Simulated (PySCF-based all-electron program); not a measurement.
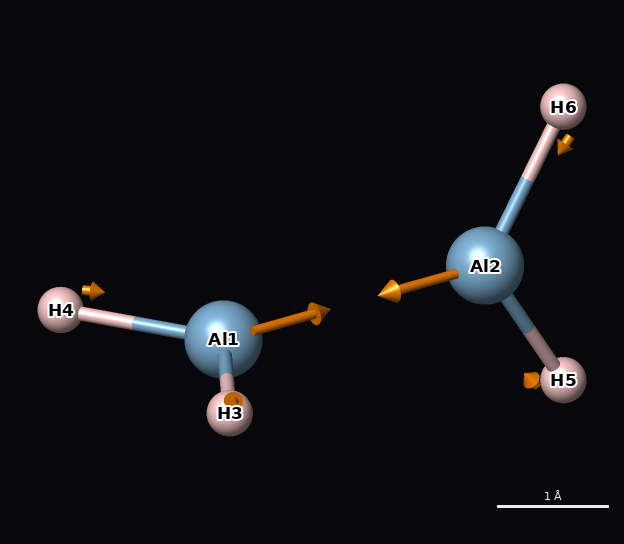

Arrows show the forces on the atoms, 1 Å of arrow for 1 eV/Å; forces under a tenth of the largest aren't drawn. Level of theory: r2SCAN, all-electron, scalar-relativistic (spin-free Dirac), large uncontracted Gaussian sets (PySCF-based all-electron program).

List the force components in the frame of the picture (x right, y up, z towards the viewer), in eV/Å.

```json
{"atom": "Al1", "Fx": "0.71", "Fy": "0.20", "Fz": "−0.44"}
{"atom": "Al2", "Fx": "−0.71", "Fy": "−0.20", "Fz": "0.44"}
{"atom": "H3", "Fx": "0.03", "Fy": "0.09", "Fz": "−0.19"}
{"atom": "H4", "Fx": "0.20", "Fy": "−0.02", "Fz": "0.05"}
{"atom": "H5", "Fx": "−0.11", "Fy": "0.11", "Fz": "0.13"}
{"atom": "H6", "Fx": "−0.11", "Fy": "−0.17", "Fz": "0.01"}
```
